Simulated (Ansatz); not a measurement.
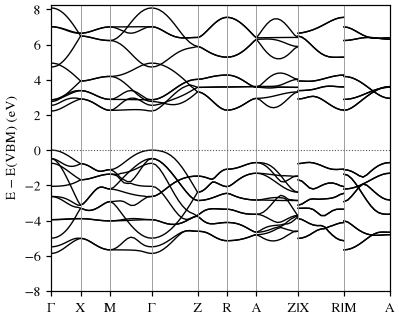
Fig. 1. Band structure from r²SCAN in the plane-wave PAW code Ansatz

Task: Read off the gap and where the band edges lie.

Result: About 2.2 eV (2.22 eV by a search for the band edges); maximum at Γ, minimum at Γ.

Task: Pick the material that matches.
A) MnF2, rutile
B) TiO2, rutile
C) PrClO, P4/nmm (Pr on 2c, O on 2a, Cl on 2c)
D) Mg2TiO4, P4_122 (Pearson symbol tP28)

Result: B, TiO2, rutile

Space group P4_2/mnm (rutile). The cell was relaxed with r²SCAN under the symmetry of its start. The run is not spin-polarised.

Potentials: the later of the program's two PAW sets.
